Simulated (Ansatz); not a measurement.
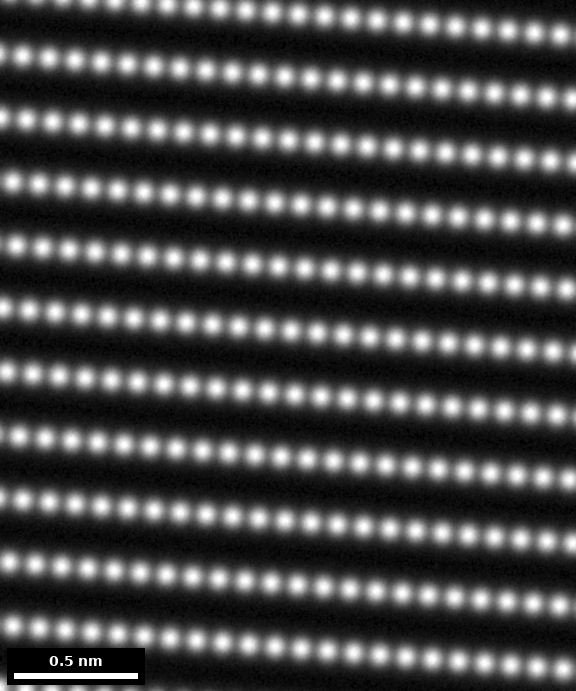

Dark-field STEM-like image of a crystal. The image is simulated as a sum over atoms of Z^1.7, blurred by a 0.61 Å probe (no channelling). The probe carries 25 % of its weight in a tail 2.5 times as wide. The display is stretched by a gamma of 0.65; percentages refer to the linear signal. Shot noise was added.

### Give the net of the columns and its spacings.

The pattern repeats on a rectangular net of 1.1 × 5.1 Å.

### What is the plane group of the image?

p2mg: mirror lines in one direction, glide lines across them, twofold points on the glide lines.

### How many columns does the smallest repeating cell hold, and how many levels of brightness?

2 columns in the primitive cell of 5.4 Å², all of one brightness.

The crystal is Zr (P6_3/mmc, No. 194) seen along [310]. Structure: the end point of a relaxation at fixed volume with DFT HSE06, scalar-relativistic, plane waves, PAW (Ansatz 0.2.0).
